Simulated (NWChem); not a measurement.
# C2H6 (ethane) at 6 levels

Aim: a comparison of 6 runs (HF/def2-SVPD, B3LYP/6-31G*, PBE0/cc-pVDZ, PBE0/def2-SVP, B2PLYP/aug-cc-pVDZ, MP2/def2-TZVP) of C2H6 (ethane). 

Program for the calculation: NWChem 7.3.0.

### Step 1. The system as given

The species is C2H6 (8 atoms), meant as a singlet with charge 0. SMILES: `CC`. Geometry: relaxed at PBE0-D4/def2-TZVP.

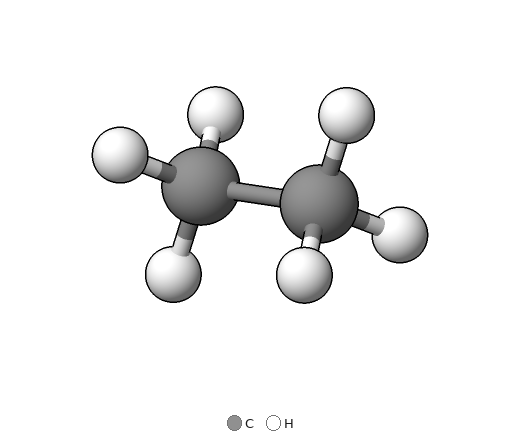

The structure, seen from a chosen angle (carbon grey, hydrogen white).

### Step 2. Energy and gradient at HF/def2-SVPD (run 1)

job.nw reads:

```
start job
memory total 2200 mb

geometry units angstrom noautosym nocenter noautoz
  C       -0.326800       0.132200      -0.672500
  C        0.326800      -0.132200       0.672500
  H        0.070500      -0.529600      -1.445900
  H       -1.407100      -0.025700      -0.629000
  H       -0.158600       1.160200      -1.002400
  H       -0.070400       0.529600       1.445900
  H        1.407100       0.025600       0.628900
  H        0.158500      -1.160100       1.002500
end

basis spherical bse
  C library def2-SVPD
  H library def2-SVPD
end

scf
  thresh 1e-08
  maxiter 80
end

task scf gradient
```

The run is started by

```bash
nwchem job.nw > job.out
```

What it wrote:

```text
[...]
  functions       =    88
[...]
  wavefunction    = RHF
[...]
         Total SCF energy =    -79.176977849616
      One-electron energy =   -189.081650618632
      Two-electron energy =     67.576140190007
 Nuclear repulsion energy =     42.328532579008
        Time for solution =      3.1s
[...]
                         RHF ENERGY GRADIENTS
    atom               coordinates                        gradient
                 x          y          z           x          y          z
   1 C      -0.617562   0.249822  -1.270841    0.001837  -0.000750   0.003883
   2 C       0.617562  -0.249822   1.270841   -0.001837   0.000739  -0.003866
   3 H       0.133226  -1.000799  -2.732355    0.000242  -0.000463  -0.000662
   4 H      -2.659033  -0.048566  -1.188638   -0.000809  -0.000090  -0.000082
   5 H      -0.299711   2.192460  -1.894261    0.000073   0.000751  -0.000333
   6 H      -0.133037   1.000799   2.732355   -0.000235   0.000438   0.000650
   7 H       2.659033   0.048377   1.188449    0.000802   0.000090   0.000076
   8 H       0.299522  -2.192271   1.894450   -0.000074  -0.000714   0.000334
[...]
```

It took 4.5 s on 1 thread of AMD EPYC 9R45 (Zen 5), shared host; peak memory 0.1 GiB.

### Step 3. Energy and gradient at B3LYP/6-31G(d) (Cartesian functions) (run 2)

job.xyz reads:

```xyz
8
C2H6 B3LYP
C     -0.326800     0.132200    -0.672500
C      0.326800    -0.132200     0.672500
H      0.070500    -0.529600    -1.445900
H     -1.407100    -0.025700    -0.629000
H     -0.158600     1.160200    -1.002400
H     -0.070400     0.529600     1.445900
H      1.407100     0.025600     0.628900
H      0.158500    -1.160100     1.002500
```

job.nw reads:

```
start job
title "C2H6 B3LYP"
memory 2200 mb

geometry units angstroms noautosym nocenter noautoz
  load format xyz job.xyz
end

basis "ao basis" cartesian
  * library 6-31G*
end

dft
  xc b3lyp
  grid xfine
  convergence energy 1e-08
  maxiter 100
  mulliken
  print low
end

task dft gradient
```

The run is started by

```bash
nwchem job.nw > job.out
```

What it wrote:

```text
[...]
 d= 0,ls=0.0,diis     1    -79.8111164832 -1.22D+02  8.11D-03  2.04D-01     0.9
[...]
 d= 0,ls=0.0,diis     7    -79.8302967626 -1.31D-10  2.38D-08  8.48D-13     5.0
         Total DFT energy =      -79.830296762606
      One electron energy =     -189.474207753166
           Coulomb energy =       80.412284834364
    Exchange-Corr. energy =      -13.096906422813
 Nuclear repulsion energy =       42.328532579008
[...]
                         DFT ENERGY GRADIENTS
    atom               coordinates                        gradient
                 x          y          z           x          y          z
   1 C      -0.617562   0.249822  -1.270841    0.001554  -0.000634   0.003290
   2 C       0.617562  -0.249822   1.270841   -0.001554   0.000624  -0.003273
   3 H       0.133226  -1.000799  -2.732355   -0.000792   0.001410   0.001831
   4 H      -2.659033  -0.048566  -1.188638    0.002447   0.000319   0.000039
   5 H      -0.299711   2.192460  -1.894261   -0.000296  -0.002282   0.000871
   6 H      -0.133037   1.000799   2.732355    0.000798  -0.001434  -0.001842
   7 H       2.659033   0.048377   1.188449   -0.002453  -0.000320  -0.000045
   8 H       0.299522  -2.192271   1.894450    0.000295   0.002317  -0.000871
 Task  times  cpu:        6.1s     wall:        6.1s
 Total times  cpu:        6.2s     wall:        6.2s
```

Wall time 6.9 s (1 thread of AMD EPYC 9R45 (Zen 5), shared host); peak memory 0.14 GiB.

Runs 3 to 4 aren't shown in full; the table further down has their settings and results.

### Step 4. A single-point energy at B2PLYP/aug-cc-pVDZ (run 5)

test.nw reads:

```
start test
title "C2H6"
memory total 2200 mb
geometry units angstrom noautosym nocenter noautoz
 C     -0.326800     0.132200    -0.672500
 C      0.326800    -0.132200     0.672500
 H      0.070500    -0.529600    -1.445900
 H     -1.407100    -0.025700    -0.629000
 H     -0.158600     1.160200    -1.002400
 H     -0.070400     0.529600     1.445900
 H      1.407100     0.025600     0.628900
 H      0.158500    -1.160100     1.002500
end
basis spherical bse
 C library aug-cc-pVDZ
 H library aug-cc-pVDZ
end
dft
 xc hfexch 0.53 becke88 0.47 lyp 0.73 mp2 0.27
 dftmp2 semidirect
 mult 1
 grid fine
 convergence energy 1e-08
 maxiter 100
 mulliken
end
mp2
 freeze core 2
end
task dft energy
```

The run is started by

```bash
nwchem test.nw > test.out
```

What it wrote:

```text
[...]
          Wavefunction type:  closed shell.
          No. of atoms     :     8
          No. of electrons :    18
[...]
          Charge           :     0
          Spin multiplicity:     1
[...]
          AO basis - number of functions:   100
[...]
              XC Information
              --------------
                     Hartree-Fock (Exact) Exchange  0.530
                    Becke 1988 Exchange Functional  0.470
              Lee-Yang-Parr Correlation Functional  0.730
[...]
 d= 0,ls=0.0,diis     1    -79.6078077201 -1.22D+02  9.44D-03  1.35D-01     1.3
[...]
 d= 0,ls=0.0,diis     7    -79.6261961517 -9.93D-10  1.25D-07  3.17D-11     7.3
         Total DFT energy =      -79.626196151694
      One electron energy =     -189.328357244829
           Coulomb energy =       80.264704995485
    Exchange-Corr. energy =      -12.891076481359
 Nuclear repulsion energy =       42.328532579008
[...]
      Total Density - Mulliken Population Analysis
     ---------------------------------------------
    Atom       Charge   Shell Charges
 -----------   ------   -------------------------------------------------------
    1 C    6     5.41   2.02  0.66  0.17  0.05  2.10  0.41 -0.05  0.06 -0.01
    2 C    6     5.41   2.02  0.66  0.17  0.05  2.10  0.41 -0.05  0.06 -0.01
    3 H    1     1.20   0.78  0.43  0.01  0.03 -0.05
    4 H    1     1.20   0.78  0.43  0.01  0.03 -0.05
    5 H    1     1.20   0.78  0.43  0.01  0.03 -0.05
    6 H    1     1.20   0.78  0.43  0.01  0.03 -0.05
    7 H    1     1.20   0.78  0.43  0.01  0.03 -0.05
    8 H    1     1.20   0.78  0.43  0.01  0.03 -0.05
[...]
  Basis functions       =    100
[...]
```

It took 9.3 s on 1 thread of AMD EPYC 9R45 (Zen 5), shared host; peak memory 0.23 GiB.

### Step 5. Energy and forces at MP2/def2-TZVP (run 6)

mol.nw reads:

```
start mol
title "C2H6 mp2"
memory stack 880 mb heap 220 mb global 1100 mb
charge 0

geometry units angstrom noautosym nocenter noautoz
  C       -0.326800       0.132200      -0.672500
  C        0.326800      -0.132200       0.672500
  H        0.070500      -0.529600      -1.445900
  H       -1.407100      -0.025700      -0.629000
  H       -0.158600       1.160200      -1.002400
  H       -0.070400       0.529600       1.445900
  H        1.407100       0.025600       0.628900
  H        0.158500      -1.160100       1.002500
end

basis spherical bse
  * library def2-TZVP
end

scf
  thresh 1e-08
  maxiter 80
end

mp2
  freeze core 2
  tight
end

task mp2 gradient
```

The run is started by

```bash
nwchem mol.nw > mol.out
```

What it wrote:

```text
[...]
  functions       =    98
[...]
  wavefunction    = RHF
[...]
         Total SCF energy =    -79.259771381678
      One-electron energy =   -189.263113381847
      Two-electron energy =     67.674809421161
 Nuclear repulsion energy =     42.328532579008
        Time for solution =      5.7s
[...]
          Total MP2 energy           -79.612693476619
[...]
                         mp2 ENERGY GRADIENTS
    atom               coordinates                        gradient
                 x          y          z           x          y          z
   1 C      -0.617562   0.249822  -1.270841    0.001744  -0.000711   0.003681
   2 C       0.617562  -0.249822   1.270841   -0.001744   0.000700  -0.003664
   3 H       0.133226  -1.000799  -2.732355    0.000343  -0.000663  -0.000957
   4 H      -2.659033  -0.048566  -1.188638   -0.001176  -0.000131  -0.000118
   5 H      -0.299711   2.192460  -1.894261    0.000101   0.001087  -0.000489
   6 H      -0.133037   1.000799   2.732355   -0.000336   0.000639   0.000946
   7 H       2.659033   0.048377   1.188449    0.001170   0.000130   0.000112
   8 H       0.299522  -2.192271   1.894450   -0.000102  -0.001052   0.000489
[...]
```

It took 17 s on 1 thread of AMD EPYC 9R45 (Zen 5), shared host; peak memory 0.26 GiB.

### Step 6. All runs side by side

```tsv
run	level	Cartesian functions	iteration cap	energy (Eh)	dipole moment (D)	HOMO energy (eV)	LUMO energy (eV)	wall time
1	HF/def2-SVPD	no	80	-79.176978	0.00	-13.23	2.82	4.5 s
2	B3LYP/6-31G* (Cartesian functions)	yes	100	-79.830297	–	–	–	6.9 s
3	PBE0/cc-pVDZ	no	100	-79.722112	0.00	–	–	9.9 s
4	PBE0/def2-SVP	no	100	-79.663804	0.00	-9.52	2.12	9 s
5	B2PLYP/aug-cc-pVDZ	no	100	-79.728951	0.00	-10.93	0.40	9.3 s
6	MP2/def2-TZVP	no	80	-79.612693	0.00	-13.21	3.85	17 s
```

### Step 7. Results

| quantity | value |
| --- | --- |
| run 6: total energy | -79.61269 Eh |
| run 6: dipole moment (of the density that the program reports) | 0.00 D |
| run 6: HOMO energy (Hartree–Fock orbitals) | -13.21 eV |
| run 6: LUMO energy (Hartree–Fock orbitals) | 3.85 eV |
| run 6: HOMO–LUMO gap (Hartree–Fock orbitals) | 17.05 eV |
| run 6: correlation energy (2 core orbitals frozen) | -352.9 mEh |
| run 6: largest force on an atom | 0.213 eV/Å |

Over runs 1, 4, 5 the HOMO–LUMO gap runs from 11.34 eV (B2PLYP/aug-cc-pVDZ) to 16.06 eV (HF/def2-SVPD). The two ends differ in method and basis. A double hybrid's value is that of its SCF part. Totals of different functionals can't be ranked against each other. All runs together took 57 s, the longest 17 s.
